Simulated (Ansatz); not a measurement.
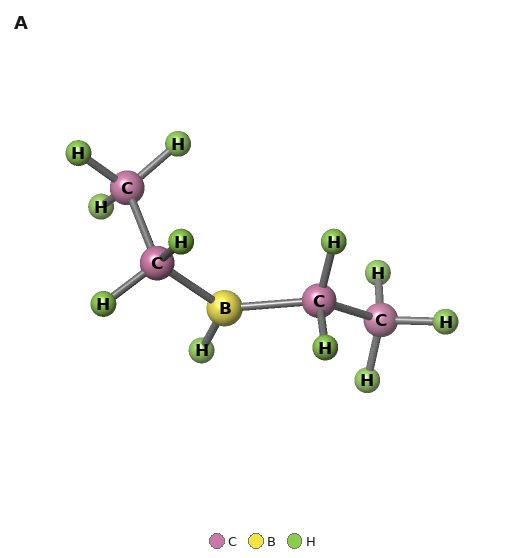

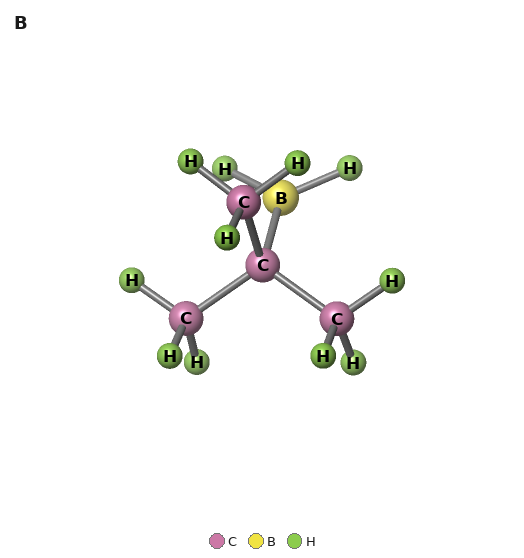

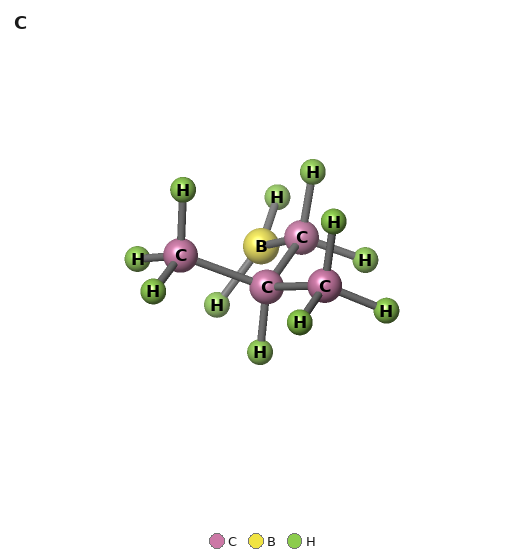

3 stationary structures of one formula. Geometries: PBE-D4/def2-SVP. Electronic energies: PBE-D4/def2-SVP (Ansatz 0.2.0), without zero-point energy. No frequency run is at hand to confirm each as a minimum. Each is one conformer, not always the lowest.

Question: Rank them by energy, lowest first.

Answer: A is lowest; C lies 8.5 kcal/mol above it, B lies 11.1 kcal/mol above it. A is `CCBCC`, B is `BC(C)(C)C`, C is `BCC(C)C`.
